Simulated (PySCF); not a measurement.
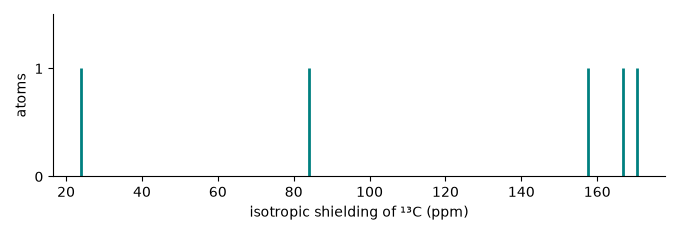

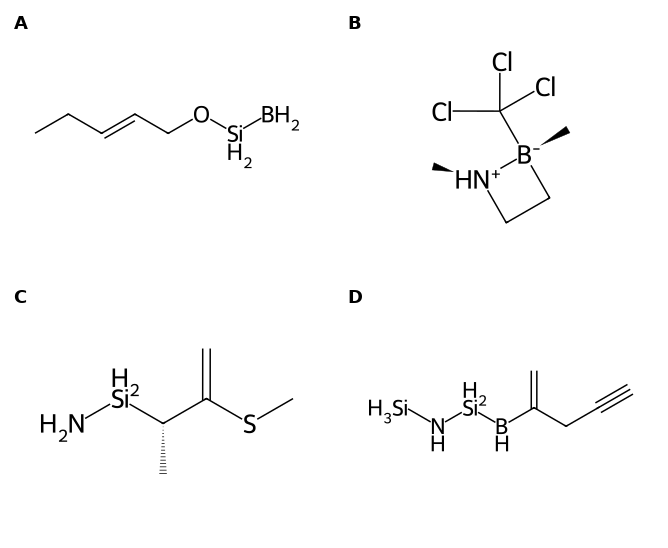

The sticks are computed shieldings of one of the molecules, for one fixed geometry (GFN2-xTB) without averaging over rotations. Low shielding means a high chemical shift. Method: GIAO PBE0/pcSseg-1 NMR shielding, non-relativistic, gas phase (PySCF 2.14.0).

Match the spectrum to a structure.

Answer. C, `C=C(SC)[C@H](C)[SiH2]N`. Its 5 C atoms give lines at 23.9, 84.2, 157.5, 166.7, 170.4 ppm.

The geometry is semi-empirical. Around B, Si such bond lengths and angles can be off by a tenth of an ångström or more and by several degrees, and values that hang on the shape move with them.
